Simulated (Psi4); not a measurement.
**One shape, several levels: doublet BaO+**

Aim: a comparison of 6 runs (UB3LYP/def2-TZVP, UDSD-PBEP86/def2-TZVP, UHSE06/def2-TZVP, UPBE0/def2-TZVP, UTPSSh/def2-TZVP, UMP3/def2-TZVP) of doublet BaO+. 

Program for the calculation: Psi4 1.11.

2 further runs of the same task are left out: 1 that didn't finish, 1 set aside as unsound or not needed.

### 1 The structure to begin with

BaO+: 2 atoms, total charge +1, spin state doublet. SMILES of the parent species: `[O][Ba]`. Geometry: relaxed at PBE0-D4/def2-TZVP. That shape belongs to the parent species and isn't relaxed for this state.

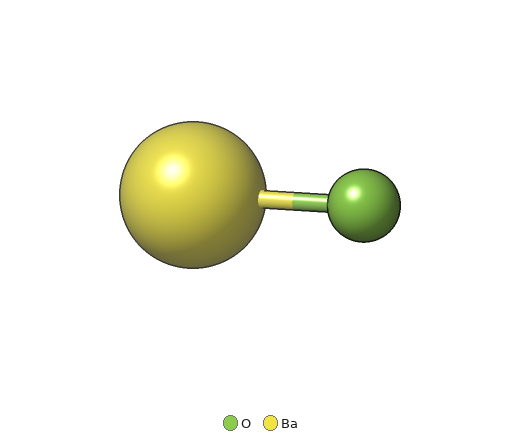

The structure, seen from a chosen angle (oxygen green, barium yellow).

### 2 A single-point energy at UB3LYP/def2-TZVP (core potential) (run 1)

bao.xyz

```xyz
2
BaO
O      0.000000     0.000000     0.087670
Ba     0.000000     0.000000     2.013040
```

calc.py

```python
import psi4

psi4.set_memory(2200000000)
psi4.set_num_threads(1)
psi4.set_output_file('run.log', False)

with open('bao.xyz') as f:
    atoms = ''.join(f.readlines()[2:])
mol = psi4.geometry('1 2\n' + atoms + 'symmetry c1\nno_reorient\nno_com')

psi4.set_options({
    'reference': 'uks',
    'puream': True,
    'e_convergence': 1e-09,
    'd_convergence': 1e-08,
    'scf_type': 'pk',
    'dft_radial_points': 99,
    'dft_spherical_points': 590,
    'maxiter': 100,
})

e, wfn = psi4.energy("b3lyp/def2-TZVP", return_wfn=True)
psi4.oeprop(wfn, "LOWDIN_CHARGES", "MAYER_INDICES", "DIPOLE", title="B3LYP")
print('E =', round(e, 9))
for k, v in sorted(psi4.core.scalar_variables().items()):
    print(f'{k:45s} {v:18.10f}')
```

Launch:

```
$ python calc.py
```

run.log:

```text
[...]
    !!!  WARNING: ECP capability is in beta. Please check occupations closely.  !!!
[...]
  Running in c1 symmetry.
[...]
  Nuclear repulsion =   21.987554004477058
[...]
  Multiplicity = 2
[...]
  Nalpha       = 9
  Nbeta        = 8
[...]
    Number of basis functions: 71
[...]
   @UKS iter   1:  -100.26093391193696    3.77557e-02   1.08514e-02 ADIIS/DIIS
[...]
   @UKS iter  12:  -100.51383080609480   -1.77636e-12   2.35045e-09 DIIS
[...]
   @S^2 Observed:                7.539956136E-01
[...]
    Orbital Energies [Eh]
    ---------------------
    Alpha Occupied:
       1A    -19.328443     2A     -1.519288     3A     -1.163172
       4A     -0.915259     5A     -0.915259     6A     -0.868145
       7A     -0.531389     8A     -0.513530     9A     -0.513530
    Alpha Virtual:
      10A     -0.228250    11A     -0.194793    12A     -0.194793
      13A     -0.165916    14A     -0.165916    15A     -0.149763
      16A     -0.121901    17A     -0.121901    18A     -0.093174
      19A     -0.063477    20A     -0.043858    21A     -0.043858
      22A     -0.037536    23A     -0.031715    24A     -0.031715
      25A     -0.027452    26A     -0.027451    27A     -0.019484
[...]
  @UKS Final Energy:  -100.51383080609480
   => Energetics <=
    Nuclear Repulsion Energy =             21.9875540044770581
    One-Electron Energy =                -186.0918630562635201
    Two-Electron Energy =                  73.4863323658705383
    DFT Exchange-Correlation Energy =      -9.8958541201788748
    Empirical Dispersion Energy =           0.0000000000000000
    VV10 Nonlocal Energy =                  0.0000000000000000
    Total Energy =                       -100.5138308060948020
[...]
 Multipole Moments:
 ------------------------------------------------------------------------------------
     Multipole            Electronic (a.u.)      Nuclear  (a.u.)        Total (a.u.)
 ------------------------------------------------------------------------------------
 L = 1.  Multiply by 2.5417464519 to convert [e a0] to [Debye]
 Dipole X            :         -0.0000002            0.0000000           -0.0000002
 Dipole Y            :         -0.0000003            0.0000000           -0.0000003
 Dipole Z            :        -33.9964032           39.3663211            5.3699180
 Magnitude           :                                                    5.3699180
[...]
```

Standard output:

```text
E = -100.513830806
CURRENT ENERGY                                   -100.5138308061
CURRENT REFERENCE ENERGY                         -100.5138308061
DD SOLVATION ENERGY                                 0.0000000000
DFT FUNCTIONAL TOTAL ENERGY                      -100.5138308061
DFT TOTAL ENERGY                                 -100.5138308061
DFT VV10 ENERGY                                     0.0000000000
DFT XC ENERGY                                      -9.8958541202
GRID ELECTRONS ALPHA                                9.0000001025
GRID ELECTRONS BETA                                 8.0000000504
GRID ELECTRONS TOTAL                               17.0000001529
NUCLEAR REPULSION ENERGY                           21.9875540045
ONE-ELECTRON ENERGY                              -186.0918630563
PCM POLARIZATION ENERGY                             0.0000000000
PE ENERGY                                           0.0000000000
SCF ITERATION ENERGY                             -100.5138308061
SCF ITERATIONS                                     12.0000000000
SCF TOTAL ENERGY                                 -100.5138308061
TWO-ELECTRON ENERGY                                73.4863323659
XC GRID RADIAL POINTS                              99.0000000000
XC GRID SPHERICAL POINTS                          590.0000000000
XC GRID TOTAL POINTS                           111889.0000000000
```

It took 6.6 s on 1 thread of Intel Xeon 6975P-C (Granite Rapids), shared host; peak memory 0.45 GiB.

### 3 The energy at UDSD-PBEP86/def2-TZVP (core potential, density fitting for correlation) (run 2)

bao.xyz is that of step 2.

run.py

```python
import psi4

psi4.set_memory(2200000000)
psi4.set_num_threads(1)
psi4.set_output_file('bao.out', False)

with open('bao.xyz') as f:
    atoms = ''.join(f.readlines()[2:])
m = psi4.geometry('1 2\n' + atoms + 'symmetry c1\nno_reorient\nno_com')

psi4.set_options({
    'basis': 'def2-TZVP',
    'reference': 'uks',
    'puream': True,
    'e_convergence': 1e-09,
    'd_convergence': 1e-08,
    'scf_type': 'pk',
    'dft_radial_points': 99,
    'dft_spherical_points': 590,
    'num_frozen_docc': 1,
    'maxiter': 100,
})

E, wfn = psi4.energy('DSD-PBEP86', molecule=m, return_wfn=True)
print('E =', round(E, 9))
```

Launch:

```
$ python run.py
```

bao.out:

```text
[...]
    !!!  WARNING: ECP capability is in beta. Please check occupations closely.  !!!
[...]
  Running in c1 symmetry.
[...]
  Nuclear repulsion =   21.987554004477058
[...]
  Multiplicity = 2
[...]
  Nalpha       = 9
  Nbeta        = 8
[...]
    Number of basis functions: 71
[...]
   @UKS iter   1:   -99.88919209985667   -1.68055e-01   8.92588e-03 DIIS/ADIIS
[...]
   @UKS iter  13:  -100.09690152863439   -1.36424e-12   2.62754e-09 DIIS
[...]
   @S^2 Observed:                7.593182113E-01
[...]
    Orbital Energies [Eh]
    ---------------------
    Alpha Occupied:
       1A    -20.248285     2A     -1.704278     3A     -1.383067
       4A     -1.019236     5A     -1.019236     6A     -1.000153
       7A     -0.645947     8A     -0.627163     9A     -0.627163
    Alpha Virtual:
      10A     -0.171963    11A     -0.121762    12A     -0.121761
      13A     -0.116267    14A     -0.116267    15A     -0.103531
      16A     -0.070411    17A     -0.070411    18A     -0.047991
      19A     -0.039044    20A     -0.022521    21A     -0.022521
      22A      0.002847    23A      0.002848    24A      0.005336
      25A      0.010083    26A      0.010083    27A      0.051629
[...]
  @UKS Final Energy:  -100.09690152863439
   => Energetics <=
    Nuclear Repulsion Energy =             21.9875540044770581
    One-Electron Energy =                -186.0768657970945412
    Two-Electron Energy =                  67.4974989636221210
    DFT Exchange-Correlation Energy =      -3.5050886996390305
    Empirical Dispersion Energy =           0.0000000000000000
    VV10 Nonlocal Energy =                  0.0000000000000000
    Total Energy =                       -100.0969015286343904
[...]
 Multipole Moments:
 ------------------------------------------------------------------------------------
     Multipole            Electronic (a.u.)      Nuclear  (a.u.)        Total (a.u.)
 ------------------------------------------------------------------------------------
 L = 1.  Multiply by 2.5417464519 to convert [e a0] to [Debye]
 Dipole X            :         -0.0000005            0.0000000           -0.0000005
 Dipole Y            :         -0.0000007            0.0000000           -0.0000007
 Dipole Z            :        -33.8655438           39.3663211            5.5007773
 Magnitude           :                                                    5.5007773
[...]
```

Standard output:

```text
E = -100.281283156
```

Run time: 7.2 s. Hardware: 1 thread of Intel Xeon 6975P-C (Granite Rapids), shared host; peak memory 0.45 GiB.

### 4 Energy and gradient at UHSE06/def2-TZVP (core potential) (run 3)

calc.in

```
memory 2200 mb

molecule system {
  1 2
  O      0.00000000     0.00000000     0.16567229
  Ba     0.00000000     0.00000000     3.80409428
  units bohr
  symmetry c1
  no_reorient
  no_com
}

set globals {
  reference uks
  puream true
  e_convergence 1e-09
  d_convergence 1e-08
  scf_type pk
  dft_radial_points 99
  dft_spherical_points 590
  maxiter 100
}

energy_value, wavefunction = gradient('hse06/def2-TZVP', return_wfn=True)
print_variables()
```

Launch:

```
$ psi4 -n 1 calc.in calc.out
```

calc.out:

```text
[...]
  Running in c1 symmetry.
[...]
  Nuclear repulsion =   21.987554005520945
[...]
  Multiplicity = 2
[...]
  Nalpha       = 9
  Nbeta        = 8
[...]
    Number of basis functions: 71
[...]
   @UKS iter   1:  -100.19495086801315    1.18256e-02   1.03855e-02 ADIIS/DIIS
[...]
   @UKS iter  12:  -100.43164651445133   -2.50111e-12   2.61841e-09 DIIS
[...]
   @S^2 Observed:                7.543350362E-01
[...]
    Orbital Energies [Eh]
    ---------------------
    Alpha Occupied:
       1A    -19.390759     2A     -1.521698     3A     -1.172097
       4A     -0.911142     5A     -0.911142     6A     -0.868063
       7A     -0.529430     8A     -0.509034     9A     -0.509034
    Alpha Virtual:
      10A     -0.227148    11A     -0.197388    12A     -0.197388
      13A     -0.167773    14A     -0.167773    15A     -0.150753
      16A     -0.121845    17A     -0.121845    18A     -0.090761
      19A     -0.062034    20A     -0.041826    21A     -0.041826
      22A     -0.031733    23A     -0.031733    24A     -0.031144
      25A     -0.027283    26A     -0.027277    27A     -0.015731
[...]
  @UKS Final Energy:  -100.43164651445133
   => Energetics <=
    Nuclear Repulsion Energy =             21.9875540055209449
    One-Electron Energy =                -186.0781510416609024
    Two-Electron Energy =                  73.1575170775795556
    DFT Exchange-Correlation Energy =      -9.4985665558909176
    Empirical Dispersion Energy =           0.0000000000000000
    VV10 Nonlocal Energy =                  0.0000000000000000
    Total Energy =                       -100.4316465144513302
[...]
 Multipole Moments:
 ------------------------------------------------------------------------------------
     Multipole            Electronic (a.u.)      Nuclear  (a.u.)        Total (a.u.)
 ------------------------------------------------------------------------------------
 L = 1.  Multiply by 2.5417464519 to convert [e a0] to [Debye]
 Dipole X            :          0.0000002            0.0000000            0.0000002
 Dipole Y            :         -0.0000002            0.0000000           -0.0000002
 Dipole Z            :        -34.0021558           39.3663211            5.3641654
 Magnitude           :                                                    5.3641654
[...]
  -Total Gradient:
     Atom            X                  Y                   Z
    ------   -----------------  -----------------  -----------------
       1       -0.000000007794     0.000000006701     0.048828124125
       2        0.000000007690    -0.000000006647    -0.048568495795
[...]
```

Wall time 23 s (1 thread of Intel Xeon 6975P-C (Granite Rapids), shared host); peak memory 0.48 GiB.

Runs 4 to 5 aren't shown in full; the table further down has their settings and results.

### 5 The energy at UMP3/def2-TZVP (core potential) (run 6)

bao.py

```python
import psi4

psi4.set_memory(2200000000)
psi4.set_num_threads(1)
psi4.set_output_file('bao.out', False)

m = psi4.geometry("""
1 2
O      0.000000     0.000000     0.087670
Ba     0.000000     0.000000     2.013040
units angstrom
symmetry c1
""")

options = {'reference': 'uhf', 'puream': True, 'e_convergence': 1e-09, 'd_convergence': 1e-08, 'scf_type': 'pk', 'num_frozen_docc': 1, 'maxiter': 100, 'mp_type': 'conv'}
psi4.set_options(options)

energy_value, wavefunction = psi4.energy("mp3/def2-TZVP", molecule=m, return_wfn=True)
print('E =', round(energy_value, 9))
for k, v in sorted(psi4.core.scalar_variables().items()):
    print(f'{k:45s} {v:18.10f}')
```

Launch:

```
$ python bao.py
```

bao.out:

```text
[...]
    !!!  WARNING: ECP capability is in beta. Please check occupations closely.  !!!
[...]
  Running in c1 symmetry.
[...]
  Nuclear repulsion =   21.987554004477058
[...]
  Multiplicity = 2
[...]
  Nalpha       = 9
  Nbeta        = 8
[...]
    Number of basis functions: 71
[...]
   @UHF iter   1:   -99.61200830185288   -2.67556e-01   8.40258e-03 ADIIS/DIIS
[...]
   @UHF iter  14:   -99.81506826926072   -6.96332e-13   2.61026e-09 DIIS
[...]
   @S^2 Observed:                7.635199847E-01
[...]
    Orbital Energies [Eh]
    ---------------------
    Alpha Occupied:
       1A    -20.740985     2A     -1.797539     3A     -1.495654
       4A     -1.068201     5A     -1.068201     6A     -1.063801
       7A     -0.702415     8A     -0.685614     9A     -0.685614
    Alpha Virtual:
      10A     -0.149086    11A     -0.101270    12A     -0.101270
      13A     -0.087516    14A     -0.087516    15A     -0.087268
      16A     -0.046809    17A     -0.046809    18A     -0.033304
      19A     -0.023773    20A     -0.010113    21A     -0.010113
      22A      0.025294    23A      0.025294    24A      0.026330
      25A      0.042014    26A      0.042014    27A      0.091361
[...]
  @UHF Final Energy:   -99.81506826926072
   => Energetics <=
    Nuclear Repulsion Energy =             21.9875540044770581
    One-Electron Energy =                -186.0859209572340660
    Two-Electron Energy =                  64.2832986834962838
    Total Energy =                        -99.8150682692607205
  UHF NO Occupations:
  HONO-2 :    7  A 1.9985369
  HONO-1 :    8  A 1.9975657
[...]
 Multipole Moments:
 ------------------------------------------------------------------------------------
     Multipole            Electronic (a.u.)      Nuclear  (a.u.)        Total (a.u.)
 ------------------------------------------------------------------------------------
 L = 1.  Multiply by 2.5417464519 to convert [e a0] to [Debye]
 Dipole X            :         -0.0000000            0.0000000           -0.0000000
 Dipole Y            :          0.0000000            0.0000000            0.0000000
 Dipole Z            :         24.4411535          -22.3008042            2.1403492
 Magnitude           :                                                    2.1403492
[...]
	SCS-MP2 Total Energy (a.u.)        :  -100.15608142702386
	SOS-MP2 Total Energy (a.u.)        :  -100.15107631507736
[...]
	SOS-PI-MP2 Total Energy (a.u.)     :  -100.17692308783249
[...]
	MP2 Total Energy (a.u.)            :  -100.16609165091687
[...]
	SCS-MP3 Total Energy (a.u.)        :  -100.16034552180906
[...]
	MP3 Total Energy (a.u.)            :  -100.18314803005768
[...]
```

Run time: 7.8 s. Hardware: 1 thread of Intel Xeon 6975P-C (Granite Rapids), shared host; peak memory 0.46 GiB.

### 6 All runs side by side

| run | level | frozen core orbitals | properties | energy (Eh) | HOMO energy (eV) | LUMO energy (eV) | ⟨S²⟩ | wall time |
| --- | --- | --- | --- | --- | --- | --- | --- | --- |
| 1 | UB3LYP/def2-TZVP (core potential) | 0 | (lowdin, mayer, dipole) | -100.513831 | -13.37 | -9.33 | 0.754 | 6.6 s |
| 2 | UDSD-PBEP86/def2-TZVP (core potential, density fitting for correlation) | 1 | – | -100.281283 | -16.07 | -5.24 | 0.759 | 7.2 s |
| 3 | UHSE06/def2-TZVP (core potential) | 0 | – | -100.431647 | -13.24 | -9.20 | 0.754 | 23 s |
| 4 | UPBE0/def2-TZVP (core potential) | 0 | – | -100.425343 | -13.64 | -8.82 | 0.754 | 9.6 s |
| 5 | UTPSSh/def2-TZVP (core potential) | 0 | (dipole, lowdin, wiberg) | -100.515618 | -12.75 | -9.47 | 0.754 | 13 s |
| 6 | UMP3/def2-TZVP (core potential) | 1 | – | -100.183148 | -17.34 | -4.06 | 0.764 | 7.8 s |

### 7 What came out

| quantity | value |
| --- | --- |
| run 6: total energy | -100.18315 Eh |
| run 6: HOMO energy (Hartree–Fock orbitals) (highest over α and β) | -17.34 eV |
| run 6: LUMO energy (Hartree–Fock orbitals) (lowest over α and β) | -4.06 eV |
| run 6: correlation energy (1 core orbital frozen) | -368.1 mEh |
| run 6: ⟨S²⟩ of the reference determinant | 0.764 |

What this shows: Totals of different functionals can't be ranked against each other. All runs together took 67 s, the longest 23 s.
